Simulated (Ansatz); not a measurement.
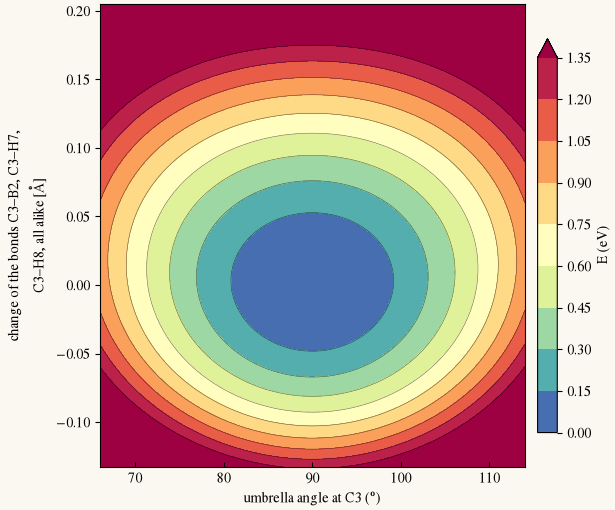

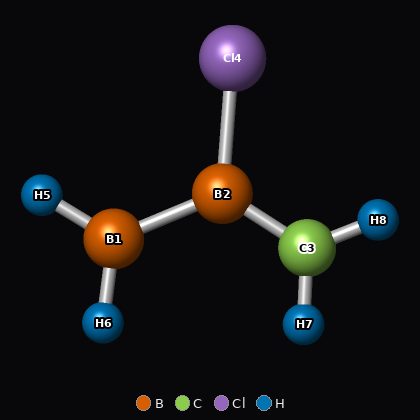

Energy landscape of CH₄B₂Cl, SMILES BB([CH2-])Cl, charge −1. 
- The first coordinate is: umbrella angle at C3 (between each of its bonds and their common axis; 90 is planar); the second: change of the bonds C3–B2, C3–H7, C3–H8, all alike.
- Nothing is relaxed (all other coordinates rigid).
- Grid: 15 × 15 points; 215 points were computed and 10 follow by symmetry.
- Points are written as (first, second).
- Energies: eV, counted from the relaxed molecule at the same level.
- These are results of RHF/def2-SVPD (Ansatz 0.2.0), not measurements.

The picture shows filled contours, one colour for all values above the top of the scale. Between grid points the surface is interpolated. The second picture is the structure at the lowest point.

**Summarise what can be read from the map.**

The lowest grid point is at (90.0°, 0.012 Å), 0.008 eV from the relaxed molecule at the same level. No other kind of well shows on this grid. The highest grid point, (114.0°, −0.133 Å), lies 2.59 eV above the lowest. Round the minimum the two coordinates are nearly uncoupled.

The values on the grid:

| second ↓, first → | 66.0 | 69.4 | 72.9 | 76.3 | 79.7 | 83.1 | 86.6 | 90.0 | 93.4 | 96.9 | 100.3 | 103.7 | 107.1 | 110.6 | 114.0 |
| --- | --- | --- | --- | --- | --- | --- | --- | --- | --- | --- | --- | --- | --- | --- | --- |
| 0.205 | 2.28 | 2.14 | 2.02 | 1.93 | 1.86 | 1.81 | 1.78 | 1.77 | 1.78 | 1.81 | 1.86 | 1.93 | 2.02 | 2.14 | 2.28 |
| 0.181 | 2.00 | 1.85 | 1.72 | 1.61 | 1.53 | 1.48 | 1.44 | 1.43 | 1.44 | 1.48 | 1.53 | 1.61 | 1.72 | 1.85 | 2.00 |
| 0.157 | 1.75 | 1.58 | 1.44 | 1.32 | 1.23 | 1.17 | 1.13 | 1.12 | 1.13 | 1.17 | 1.23 | 1.32 | 1.44 | 1.58 | 1.75 |
| 0.133 | 1.52 | 1.34 | 1.18 | 1.06 | 0.96 | 0.89 | 0.85 | 0.83 | 0.85 | 0.89 | 0.96 | 1.06 | 1.18 | 1.34 | 1.52 |
| 0.109 | 1.33 | 1.13 | 0.96 | 0.83 | 0.72 | 0.65 | 0.60 | 0.58 | 0.60 | 0.65 | 0.72 | 0.83 | 0.96 | 1.13 | 1.33 |
| 0.084 | 1.16 | 0.95 | 0.77 | 0.63 | 0.51 | 0.43 | 0.38 | 0.36 | 0.38 | 0.43 | 0.51 | 0.63 | 0.77 | 0.95 | 1.16 |
| 0.060 | 1.05 | 0.83 | 0.63 | 0.48 | 0.35 | 0.26 | 0.21 | 0.19 | 0.21 | 0.26 | 0.35 | 0.48 | 0.63 | 0.83 | 1.05 |
| 0.036 | 0.98 | 0.75 | 0.54 | 0.37 | 0.24 | 0.15 | 0.09 | 0.07 | 0.09 | 0.15 | 0.24 | 0.37 | 0.54 | 0.75 | 0.98 |
| 0.012 | 0.97 | 0.72 | 0.50 | 0.33 | 0.19 | 0.09 | 0.03 | 0.01 | 0.03 | 0.09 | 0.19 | 0.33 | 0.50 | 0.72 | 0.97 |
| −0.012 | 1.02 | 0.76 | 0.53 | 0.35 | 0.20 | 0.10 | 0.03 | 0.01 | 0.03 | 0.10 | 0.20 | 0.35 | 0.53 | 0.76 | 1.02 |
| −0.036 | 1.15 | 0.87 | 0.63 | 0.44 | 0.29 | 0.17 | 0.10 | 0.08 | 0.10 | 0.17 | 0.29 | 0.44 | 0.63 | 0.87 | 1.15 |
| −0.060 | 1.35 | 1.07 | 0.81 | 0.61 | 0.45 | 0.33 | 0.26 | 0.24 | 0.26 | 0.33 | 0.45 | 0.61 | 0.81 | 1.07 | 1.35 |
| −0.084 | 1.65 | 1.35 | 1.09 | 0.88 | 0.71 | 0.59 | 0.51 | 0.48 | 0.51 | 0.59 | 0.71 | 0.88 | 1.09 | 1.35 | 1.65 |
| −0.109 | 2.07 | 1.76 | 1.48 | 1.26 | 1.09 | 0.96 | 0.88 | 0.85 | 0.88 | 0.96 | 1.09 | 1.26 | 1.48 | 1.76 | 2.07 |
| −0.133 | 2.59 | 2.27 | 1.99 | 1.76 | 1.57 | 1.44 | 1.36 | 1.33 | 1.36 | 1.44 | 1.57 | 1.76 | 1.99 | 2.27 | 2.59 |

Each point was launched as `ansatz run input.yaml --threads 1 --pin off --max-ram 2560MiB --backend cpu --events-out ev --progress --plain --runs-dir out`. Time for the 215 points that were run: 8.4 min on 1 thread of Arm Neoverse V2 (shared host).
